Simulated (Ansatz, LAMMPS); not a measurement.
## Atom list for Glassy 88B2O3-12MgO (mol %) (116 atoms)

The starting structure: 116 atoms (44 B, 3 Mg, 69 O) placed at random at 1.99 g/cm³, melted at 3000 K for 20 ps at fixed volume with the Buckingham and Coulomb pair potential of Guillot and Sator (Geochim. Cosmochim. Acta 71, 1249 (2007)) with the boron terms of Wang et al. (J. Non-Cryst. Solids 498, 294 (2018)). Quenched from 3000 K to 300 K at 50 K/ps and fixed volume, held 10 ps at zero pressure.

Calculated values (Ansatz 0.2.0, Kohn-Sham DFT, RPBE, PAW (set soft_2), plane waves; cutoff 420 eV, Γ point, fixed occupations; density 2.17 g/cm³) for the frame at 198 fs of a trajectory (instantaneous temperature 397 K).

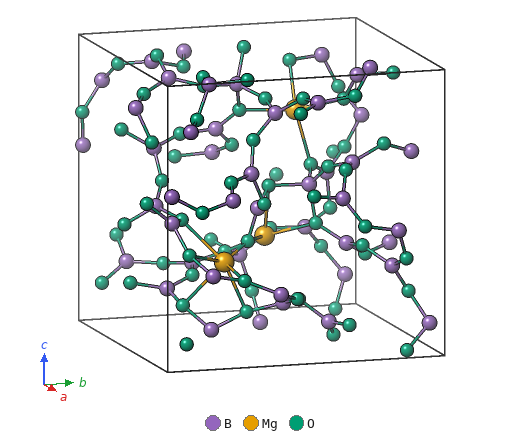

The structure (boron purple, magnesium orange, oxygen teal). Bonds to atoms that aren't drawn are left out. Some periodic images of atoms are drawn too.

Cell vectors (Å):

```
10.817 0.000 0.000
0.000 10.817 0.000
0.000 0.000 10.817
```

Positions in Å, forces in eV/Å:

```tsv
atom	x	y	z	fx	fy	fz
B1	1.971	9.758	1.536	-0.034	-0.372	1.275
B2	10.802	0.914	9.024	2.908	-0.490	-0.180
B3	8.875	9.383	3.141	0.230	0.228	-0.603
B4	6.523	4.895	5.149	0.244	1.264	-0.120
B5	5.296	10.430	3.307	1.653	-0.784	0.464
B6	10.303	4.594	2.577	-0.493	0.416	0.823
B7	3.534	1.800	7.060	0.330	-0.634	-0.568
B8	9.308	2.102	10.492	0.083	0.905	-0.251
B9	7.876	1.121	5.027	0.942	0.473	-1.369
B10	4.424	2.091	9.859	0.587	-0.265	-0.833
B11	7.266	7.431	0.843	-0.611	-0.607	0.404
B12	5.317	1.741	2.072	-0.341	0.913	0.546
B13	2.696	8.620	10.030	-0.782	0.697	-0.753
B14	10.629	9.082	4.800	-0.199	-0.170	1.443
B15	8.022	5.402	1.807	0.128	-0.746	-0.687
B16	9.625	6.246	9.618	-1.032	0.630	-0.398
B17	7.590	10.542	7.166	-0.634	1.875	0.343
B18	9.250	10.721	0.966	-1.092	-3.614	0.452
B19	6.156	8.890	9.885	-1.258	-1.335	0.113
B20	10.426	2.685	6.259	0.431	-0.012	0.358
B21	10.281	7.009	6.072	-0.465	-0.091	0.891
B22	5.827	7.125	5.801	-0.468	-1.082	-0.430
B23	7.289	5.329	8.857	0.195	-1.373	0.209
B24	7.357	2.814	0.818	0.078	0.876	-0.112
B25	10.794	0.177	6.615	1.117	0.248	-1.259
B26	3.329	3.358	2.597	-0.149	-0.767	-0.828
B27	1.445	1.401	2.417	1.576	0.517	0.453
B28	2.921	4.406	7.522	2.115	-1.707	0.465
B29	2.418	8.056	3.506	1.230	1.145	-0.235
B30	4.723	4.653	9.526	-0.149	0.031	-0.050
B31	3.021	6.114	0.125	1.532	-0.606	-0.301
B32	0.971	4.893	6.253	-1.662	-0.808	1.072
B33	0.147	4.059	9.963	-0.361	-1.058	-0.032
B34	9.321	8.380	10.763	0.987	1.173	0.680
B35	2.980	10.074	7.726	-0.836	0.849	0.735
B36	6.697	8.296	3.661	-0.873	1.135	1.104
B37	6.226	0.231	9.152	0.737	1.048	-0.440
B38	8.098	8.072	6.982	-1.054	0.964	0.213
B39	1.915	2.240	10.015	0.365	1.827	-0.483
B40	1.996	5.634	2.526	0.116	-0.609	0.327
B41	8.258	4.091	6.800	0.453	-0.278	-1.677
B42	9.970	2.055	3.355	0.351	-1.061	0.886
B43	5.443	1.255	5.243	-0.375	0.179	-0.065
B44	3.520	8.542	5.753	-0.262	1.516	-0.621
Mg45	7.570	3.248	3.393	-0.021	-0.435	0.161
Mg46	4.316	7.072	8.341	0.400	-0.014	-0.085
Mg47	4.579	5.784	3.705	0.918	0.243	0.657
O48	10.568	5.275	9.423	0.160	0.870	0.093
O49	3.778	5.057	8.353	0.647	0.488	0.595
O50	3.013	7.257	9.975	-0.017	-0.958	0.790
O51	1.452	3.621	9.655	-0.471	-1.327	0.957
O52	7.613	4.104	1.472	-0.494	-2.028	-0.690
O53	7.960	9.353	7.590	1.135	-2.225	0.044
O54	4.044	5.147	10.772	-1.178	1.506	-0.237
O55	6.636	1.934	1.662	-0.091	0.402	0.210
O56	4.955	0.425	2.298	-1.012	1.590	-1.413
O57	10.777	7.721	5.062	0.479	0.489	-1.463
O58	10.713	5.752	6.296	0.871	-1.247	-0.306
O59	5.533	5.636	5.779	-0.219	-0.208	1.021
O60	6.003	7.323	4.346	-0.249	0.090	-0.416
O61	8.205	6.120	9.522	1.030	-0.296	-0.182
O62	9.161	3.012	6.694	-0.074	0.526	-0.500
O63	9.978	7.585	9.865	0.562	-0.795	-0.220
O64	7.695	4.342	7.963	0.348	0.482	0.396
O65	0.691	3.526	6.124	0.123	1.057	-0.520
O66	2.277	9.277	0.315	0.263	-0.057	-0.063
O67	9.668	1.518	9.254	-0.857	-0.514	-1.575
O68	6.001	5.352	9.171	-1.900	1.438	0.785
O69	5.275	0.094	4.583	-0.702	-0.789	0.907
O70	1.783	8.884	2.619	-0.040	-0.279	-0.678
O71	3.202	2.027	10.482	-0.309	0.086	-0.102
O72	3.327	8.742	4.357	-0.709	-1.163	0.822
O73	6.886	7.528	6.634	0.322	-0.292	-0.296
O74	3.195	4.679	2.917	-0.437	0.136	-0.409
O75	0.132	9.892	5.826	-0.070	-0.368	0.400
O76	4.425	7.634	6.265	0.088	0.512	0.570
O77	2.439	6.683	3.544	-0.242	0.147	-0.438
O78	7.019	6.345	1.708	-0.016	-0.296	0.271
O79	8.023	8.495	3.803	0.933	-0.416	0.051
O80	8.795	1.503	3.958	-0.832	-0.060	0.968
O81	2.111	6.080	1.146	-0.057	0.174	0.227
O82	10.046	3.358	10.719	0.756	0.426	0.273
O83	8.516	10.136	2.074	0.274	1.351	-0.365
O84	4.479	1.815	5.991	-0.026	0.410	0.760
O85	0.735	4.925	2.897	1.249	0.600	-0.652
O86	9.495	1.166	0.752	0.673	0.672	2.029
O87	0.272	0.052	7.925	-1.020	0.667	1.702
O88	1.904	0.296	1.749	-0.513	0.558	0.179
O89	1.163	1.163	9.846	-1.943	-1.118	-0.942
O90	8.540	7.824	0.922	0.855	0.255	-0.583
O91	9.354	5.538	2.184	-0.549	0.341	-0.086
O92	6.274	4.585	3.871	-0.761	-0.422	-0.582
O93	4.633	2.947	2.391	0.740	-2.061	-0.360
O94	6.781	10.095	10.016	0.106	1.255	-0.071
O95	6.256	7.931	0.137	-0.483	0.566	-0.596
O96	10.144	9.531	3.635	-0.383	0.132	-0.751
O97	5.951	9.264	3.073	-0.964	0.165	-1.328
O98	2.667	9.272	8.798	0.490	-0.321	0.929
O99	3.006	2.990	7.428	-0.442	1.029	-0.082
O100	5.086	0.907	9.435	-0.631	0.773	1.571
O101	9.309	7.435	6.953	-0.719	0.432	-0.174
O102	10.758	1.379	5.942	-0.815	0.604	0.693
O103	6.869	0.647	7.940	0.214	-1.424	-0.524
O104	8.019	0.086	5.861	0.415	0.092	0.044
O105	2.243	2.582	2.420	-1.530	-1.586	0.073
O106	5.342	8.627	8.853	0.254	-0.073	0.341
O107	2.792	9.471	6.525	1.463	-1.413	-1.899
O108	7.859	2.329	10.489	-0.924	1.425	0.543
O109	5.019	3.276	9.590	0.502	-0.701	0.000
O110	9.649	9.713	0.062	0.721	0.477	-0.783
O111	3.142	0.657	7.749	0.203	-0.326	-0.484
O112	7.846	4.720	5.555	0.759	-1.473	1.507
O113	2.207	5.265	6.736	-0.892	0.047	-0.962
O114	9.709	3.362	3.059	0.001	1.186	-0.472
O115	0.317	1.374	3.223	-0.354	0.044	-0.748
O116	6.705	1.869	4.913	-0.266	0.508	0.509
```

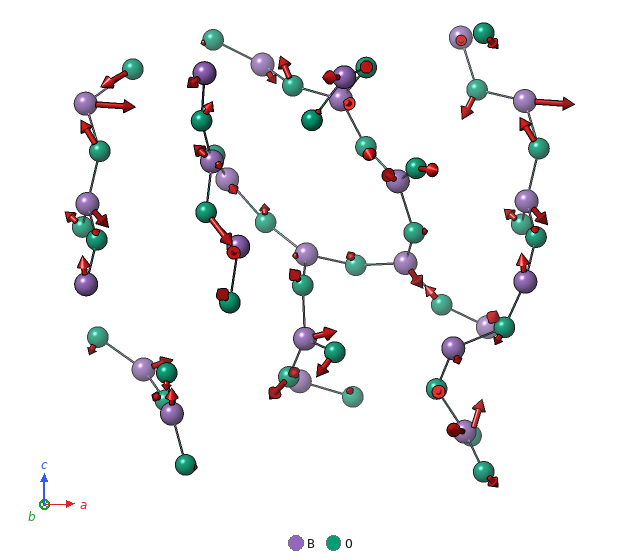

The forces as arrows, the longest 3.80 eV/Å. Drawn is a slice 4 Å thick, seen along the normal of the ac plane. Bonds to atoms that aren't drawn are left out.

The quench rate of 50 K/ps is many orders above laboratory rates, so the cell is likely richer in defects and strain than a real sample. The network of bonds at the start is that of the classical potential that made the cell. Only the Γ point is sampled, in a cell whose shortest periodic width is 11 Å.

The r.m.s. force component is 0.836 eV/Å; the longest force, 3.80 eV/Å, acts on B18. The energy lies 64.1 meV/atom below that of the first step of this run.

[Logs are printed without paths, hosts, clocks, repeated set-up lines and the standing remarks that a program may print on its own settings, such as how far it seeks lower states.]

[Hosts, paths, dates, database ids (printed as entryN), source tags and the programs' standing remarks are cut or masked in the printed files.]
